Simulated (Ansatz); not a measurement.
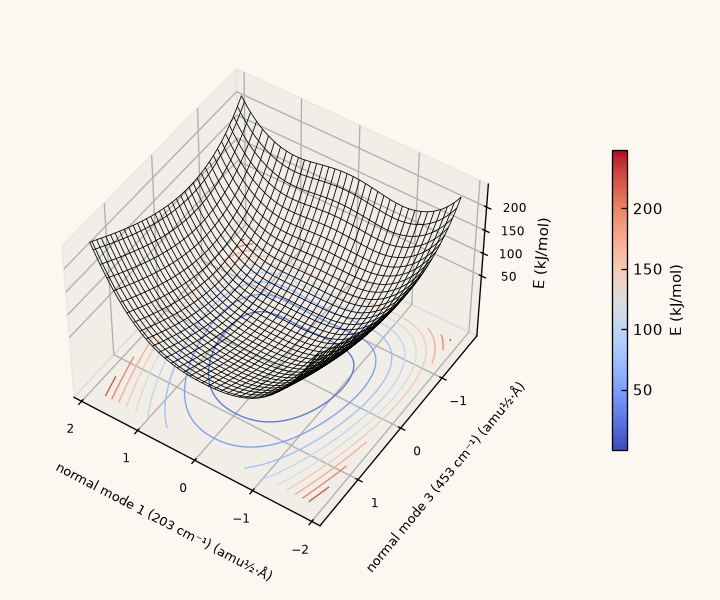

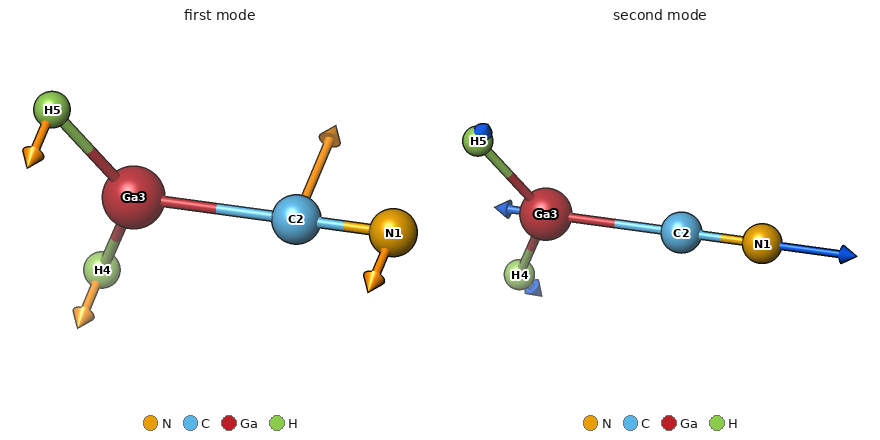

Energy landscape of CH₂GaN, SMILES N#[C][GaH2]. 
- The first coordinate is: normal mode 1 (203 cm⁻¹); the second: normal mode 3 (453 cm⁻¹).
- Nothing is relaxed (straight displacements along the two mass-weighted modes).
- Grid: 9 × 9 points.
- Points are written as (first, second).
- Energies are in kJ/mol, from the lowest grid point.
- Computed with Ansatz, RKS r2SCAN-D4/def2-TZVP.

In the figure: a relief with its contours projected below. Between grid points the surface is interpolated. The second picture is the structure at the lowest point

Q: Where are the wells?

A: The lowest grid point is at (0.00 amu½·Å, 0.00 amu½·Å). No other kind of well shows on this grid. The highest grid point, (1.87 amu½·Å, 1.63 amu½·Å), lies 248 kJ/mol above the lowest.

The values on the grid:

```
normal mode 3 (453 cm⁻¹) ↓, normal mode 1 (203 cm⁻¹) →  −1.87  −1.40  −0.93  −0.47  0.00  0.47  0.93  1.40  1.87
                                                  1.63    248    150     92     67    61    67    92   151   248
                                                  1.22    220    124     67     44    38    44    67   124   221
                                                  0.81    195    100     45     24    19    24    45   100   196
                                                  0.41    174     80     28      9     5     9    28    81   174
                                                  0.00    159     68     19      2     0     2    19    68   159
                                                 −0.41    152     65     21      8     7     8    21    65   152
                                                 −0.81    158     77     39     31    31    31    39    77   157
                                                 −1.22    181    109     80     78    81    78    80   109   181
                                                 −1.63    230    171    154    161   168   162   154   171   229
```

The input of one point:

```yaml
crystal:
  periodic: [false, false, false]
  atoms:
    - { symbol: "N", position_ang: [1.70017, -1.067673, 1.26507] }
    - { symbol: C, position_ang: [0.872428, -0.55159, 0.640681] }
    - { symbol: Ga, position_ang: [-0.517653, 0.314006, -0.405726] }
    - { symbol: H, position_ang: [-1.741698, -0.561478, -0.762353] }
    - { symbol: H, position_ang: [-0.263246, 1.793135, -0.779071] }
basis:
  gaussian: { orbitals: def2-TZVP }
hamiltonian:
  xc: r2scan
  dispersion: d4
output:
  forces: true
```

Time for the 81 points that were run: 8.6 min on 1 thread of Arm Neoverse V2, with other jobs on the host.
